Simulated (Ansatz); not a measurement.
# C₅H₁₅ClGeOSi: basis-set convergence

Aim: see how fast density functionals converge with the basis set for C₅H₁₅ClGeOSi.

Computed with Ansatz 0.2.0, Gaussian basis. Level: one geometry, several basis sets.

Levels to be run: PBE0-D4/def2-SVP; ωB97M-V/def2-SVP; PBE0-D4/def2-QZVPP; ωB97M-V/def2-QZVPP; the functionals' def2-TZVPP values are taken from earlier runs.

## (1) The relaxed structure

The geometry comes from an earlier relaxation with PBE0-D4 in a triple-zeta def2 set; it is a stationary point, not always the lowest conformer.

SMILES `C[Si](C)(C)[O][Ge]([CH3])([CH3])[Cl]`, 24 atoms, charge 0, spin multiplicity 1.

Atoms are counted from 1 here; the program's logs count them from 0.

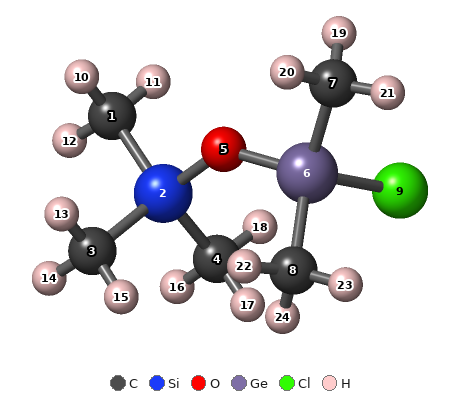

The geometry (carbon dark grey, silicon blue, oxygen red, germanium purple, chlorine green, hydrogen pink); atoms are numbered from 1 in the order of the file.

Coordinates:

```xyz
24
charge 0, multiplicity 1
C    -2.7027   -0.8299    0.9326
Si   -0.9416   -0.9194    0.3285
C     0.1342   -1.7854    1.5903
C    -0.8503   -1.8219   -1.3041
O    -0.4207    0.6379    0.1592
Ge    0.8594    1.4892   -0.6940
C     0.7624    3.3395   -0.1491
C     2.5557    0.5801   -0.4621
Cl    0.3851    1.3995   -2.8128
H    -2.7631   -0.2808    1.8756
H    -3.3361   -0.3175    0.2041
H    -3.1155   -1.8291    1.0964
H     0.1239   -1.2521    2.5445
H    -0.2181   -2.8046    1.7726
H     1.1721   -1.8504    1.2522
H    -1.2253   -2.8441   -1.1990
H     0.1755   -1.8822   -1.6781
H    -1.4478   -1.3167   -2.0666
H    -0.2440    3.7129   -0.3376
H     0.9799    3.4218    0.9169
H     1.4782    3.9389   -0.7120
H     2.8072    0.5296    0.5987
H     3.3428    1.1163   -0.9933
H     2.4891   -0.4316   -0.8629
```

## (2) PBE0-D4 in def2-SVP

File in.yaml:

```yaml
crystal:
  periodic: [false, false, false]
  atoms:
    - {symbol: C, position_ang: [-2.702721, -0.829901, 0.932576]}
    - {symbol: Si, position_ang: [-0.941552, -0.919363, 0.328512]}
    - {symbol: C, position_ang: [0.134182, -1.785366, 1.590283]}
    - {symbol: C, position_ang: [-0.850292, -1.821853, -1.304100]}
    - {symbol: O, position_ang: [-0.420698, 0.637895, 0.159195]}
    - {symbol: Ge, position_ang: [0.859420, 1.489158, -0.693951]}
    - {symbol: C, position_ang: [0.762359, 3.339511, -0.149136]}
    - {symbol: C, position_ang: [2.555711, 0.580085, -0.462059]}
    - {symbol: Cl, position_ang: [0.385068, 1.399518, -2.812835]}
    - {symbol: H, position_ang: [-2.763130, -0.280765, 1.875633]}
    - {symbol: H, position_ang: [-3.336118, -0.317507, 0.204128]}
    - {symbol: H, position_ang: [-3.115548, -1.829146, 1.096363]}
    - {symbol: H, position_ang: [0.123855, -1.252131, 2.544531]}
    - {symbol: H, position_ang: [-0.218104, -2.804580, 1.772580]}
    - {symbol: H, position_ang: [1.172062, -1.850357, 1.252242]}
    - {symbol: H, position_ang: [-1.225338, -2.844131, -1.199017]}
    - {symbol: H, position_ang: [0.175464, -1.882239, -1.678111]}
    - {symbol: H, position_ang: [-1.447831, -1.316736, -2.066594]}
    - {symbol: H, position_ang: [-0.244007, 3.712933, -0.337571]}
    - {symbol: H, position_ang: [0.979947, 3.421774, 0.916891]}
    - {symbol: H, position_ang: [1.478178, 3.938867, -0.712046]}
    - {symbol: H, position_ang: [2.807183, 0.529639, 0.598658]}
    - {symbol: H, position_ang: [3.342787, 1.116293, -0.993319]}
    - {symbol: H, position_ang: [2.489122, -0.431598, -0.862873]}
basis:
  gaussian: {orbitals: def2-SVP}
hamiltonian: {xc: pbe0, dispersion: d4}
output: {orbitals: {seedname: orbitals}}
```

What it wrote:

```text
Functional definition: PBE0
  name "PBE0"
  cite "Adamo & Barone, J. Chem. Phys. 110, 6158 (1999) doi:10.1063/1.478522"
  cite "Perdew, Burke & Ernzerhof, Phys. Rev. Lett. 77, 3865 (1996) doi:10.1103/PhysRevLett.77.3865"
  parent pbe
  parameter a = 0.25
  parameter kappa = 0.804
  parameter beta = 0.06672455060314922
  exchange = (1 - a)*pbe_x(kappa = kappa, mu = beta*pi^2/3) + a*exact_x
  correlation = pbe_c(beta = beta)
2602 factors; their error is unknown
mean field evaluation 1: about -84338.0110 eV, gradient 9.5e1 eV
mean field evaluation 2: about -84330.2307 eV, gradient 1.1e2 eV
mean field evaluation 4: about -84357.8090 eV, gradient 3.8e0 eV
mean field evaluation 8: about -84357.8344 eV, gradient 6.0e-2 eV
mean field evaluation 16: about -84358.0614 eV, gradient 7.1e-5 eV
mean field -84358.06143595 eV, -3100.1015778235 hartree, gradient 7.1e-5 eV, S^2 0.000000; 0 other end points of the search recorded, 0 dependent functions left out
reference -84358.06147633 eV, -3100.1015793074 hartree; 58, 58 occupied and 169, 169 virtual orbitals, 2602 factors
Total energy: -84358.67469106 eV, -3100.1241145329 hartree
```

It took 1.8 s on 1 × H100 (card shared with other runs) with 6 threads, shared host; peak host memory 0.89 GiB.

## (3) ωB97M-V in def2-SVP

in.yaml: that of step 2 with these lines changed.

```diff
@@ -29,3 +29,3 @@
   gaussian: {orbitals: def2-SVP}
-hamiltonian: {xc: pbe0, dispersion: d4}
+hamiltonian: {xc: {name: wB97M-V}}
 output: {orbitals: {seedname: orbitals}}
```

What it wrote (excerpt; [...] marks lines left out):

```text
Functional definition: wB97M-V
  name "wB97M-V"
  cite "Mardirossian & Head-Gordon, J. Chem. Phys. 144, 214110 (2016) doi:10.1063/1.4952647"
  cite "Becke, J. Chem. Phys. 107, 8554 (1997) doi:10.1063/1.475007"
  cite "Vydrov & Van Voorhis, J. Chem. Phys. 133, 244103 (2010) doi:10.1063/1.3521275"
  # Of w^i u^j: cxij and so on, Table III.
[...]
  gx(w, u) = 1 - cx + cx01*u + cx10*w
  gss(w, u) = css00 + css04*u^4 + css10*w + css20*w^2 + css43*w^4*u^3
  gos(w, u) = cos00 + cos10*w + (cos20 + cos21*u)*w^2 + (cos60 + cos61*u)*w^6
[...]
      + integral(e_c_pw_mod_opposite_spin*gos(b97_w_opposite, b97_u_opposite)) + vv10(b, c)
2583 factors; their error is unknown
650 factors; integrals over basis functions are off by at most 7.1e-6 eV
[...]
mean field -84373.08282511 eV, -3100.6536036933 hartree, gradient 5.2e-5 eV, S^2 0.000000; 0 other end points of the search recorded, 0 dependent functions left out
reference -84373.08288533 eV, -3100.6536059062 hartree; 58, 58 occupied and 169, 169 virtual orbitals, 2583 factors
Total energy: -84373.08288533 eV, -3100.6536059062 hartree
```

It took 3.1 s on 1 × H100 (card shared with other runs) with 6 threads, shared host; peak host memory 1 GiB.

## (4) PBE0-D4 in def2-QZVPP

in.yaml: that of step 3 with these lines changed.

```diff
@@ -28,4 +28,4 @@
 basis:
-  gaussian: {orbitals: def2-SVP}
-hamiltonian: {xc: {name: wB97M-V}}
+  gaussian: {orbitals: "def2-QZVPP.json"}
+hamiltonian: {xc: pbe0, dispersion: d4}
 output: {orbitals: {seedname: orbitals}}
```

What it wrote:

```text
Functional definition: PBE0
  name "PBE0"
  cite "Adamo & Barone, J. Chem. Phys. 110, 6158 (1999) doi:10.1063/1.478522"
  cite "Perdew, Burke & Ernzerhof, Phys. Rev. Lett. 77, 3865 (1996) doi:10.1103/PhysRevLett.77.3865"
  parent pbe
  parameter a = 0.25
  parameter kappa = 0.804
  parameter beta = 0.06672455060314922
  exchange = (1 - a)*pbe_x(kappa = kappa, mu = beta*pi^2/3) + a*exact_x
  correlation = pbe_c(beta = beta)
3290 factors; their error is unknown
mean field evaluation 1: about -84355.8736 eV, gradient 1.2e2 eV
mean field evaluation 2: about -84342.3961 eV, gradient 1.4e2 eV
mean field evaluation 4: about -84383.0234 eV, gradient 7.3e0 eV
mean field evaluation 8: about -84383.1192 eV, gradient 4.0e-1 eV
mean field evaluation 16: about -84383.2757 eV, gradient 4.0e-4 eV
mean field -84383.27565361 eV, -3101.0281832316 hartree, gradient 3.7e-5 eV, S^2 0.000000; 0 other end points of the search recorded, 0 dependent functions left out
reference -84383.27571240 eV, -3101.0281853922 hartree; 58, 58 occupied and 963, 963 virtual orbitals, 3290 factors
Total energy: -84383.88892713 eV, -3101.0507206177 hartree
```

Wall time 4.1 s (1 × H100 (card shared with other runs) with 6 threads, shared host); peak host memory 1.6 GiB.

## (5) ωB97M-V in def2-QZVPP

in.yaml: that of step 4 with these lines changed.

```diff
@@ -29,3 +29,3 @@
   gaussian: {orbitals: "def2-QZVPP.json"}
-hamiltonian: {xc: pbe0, dispersion: d4}
+hamiltonian: {xc: {name: wB97M-V}}
 output: {orbitals: {seedname: orbitals}}
```

What it wrote (excerpt; [...] marks lines left out):

```text
Functional definition: wB97M-V
  name "wB97M-V"
  cite "Mardirossian & Head-Gordon, J. Chem. Phys. 144, 214110 (2016) doi:10.1063/1.4952647"
  cite "Becke, J. Chem. Phys. 107, 8554 (1997) doi:10.1063/1.475007"
  cite "Vydrov & Van Voorhis, J. Chem. Phys. 133, 244103 (2010) doi:10.1063/1.3521275"
  # Of w^i u^j: cxij and so on, Table III.
[...]
  gx(w, u) = 1 - cx + cx01*u + cx10*w
  gss(w, u) = css00 + css04*u^4 + css10*w + css20*w^2 + css43*w^4*u^3
  gos(w, u) = cos00 + cos10*w + (cos20 + cos21*u)*w^2 + (cos60 + cos61*u)*w^6
[...]
      + integral(e_c_pw_mod_opposite_spin*gos(b97_w_opposite, b97_u_opposite)) + vv10(b, c)
3242 factors; their error is unknown
805 factors; integrals over basis functions are off by at most 7.1e-6 eV
[...]
mean field -84398.61622508 eV, -3101.5919388348 hartree, gradient 2.8e-5 eV, S^2 0.000000; 0 other end points of the search recorded, 0 dependent functions left out
reference -84398.61631741 eV, -3101.5919422280 hartree; 58, 58 occupied and 963, 963 virtual orbitals, 3242 factors
Total energy: -84398.61631741 eV, -3101.5919422280 hartree
```

Wall time 7.5 s (1 × H100 (card shared with other runs) with 6 threads, shared host); peak host memory 1.8 GiB.

## (6) Density functionals: the series

The def2-TZVPP values come from earlier runs at the same geometry.

| functional | basis | functions | energy (eV) | from the largest (eV) | HOMO (eV) | LUMO (eV) |
| --- | --- | --- | --- | --- | --- | --- |
| PBE0-D4 | def2-SVP | 227 | -84358.6747 | 25.214 | -7.84 | 1.04 |
| PBE0-D4 | def2-TZVPP | 528 | -84381.5936 | 2.295 | -7.92 | 0.56 |
| PBE0-D4 | def2-QZVPP | 1021 | -84383.8889 | 0.000 | -7.94 | 0.17 |
| ωB97M-V | def2-SVP | 227 | -84373.0829 | 25.533 | -10.09 | 2.68 |
| ωB97M-V | def2-TZVPP | 528 | -84396.4070 | 2.209 | -10.19 | 2.00 |
| ωB97M-V | def2-QZVPP | 1021 | -84398.6163 | 0.000 | -10.20 | 1.32 |

## (7) Results

```
                                       quantity           value
PBE0-D4: double and triple zeta above quadruple  25.21, 2.30 eV
ωB97M-V: double and triple zeta above quadruple  25.53, 2.21 eV
```

**Reading.** For PBE0-D4 the step from double to triple zeta gains 22.92 eV and the next only 2.30 eV. These are total energies; as a rule much of such shifts cancels in differences, which this series doesn't test. The LUMO of ωB97M-V is positive and keeps falling with the basis (2.68 to 1.32 eV): an unbound level that the basis holds in place.

For PBE0-D4 the largest set took about 2 times as long as the smallest (4.1 s against 1.8 s).
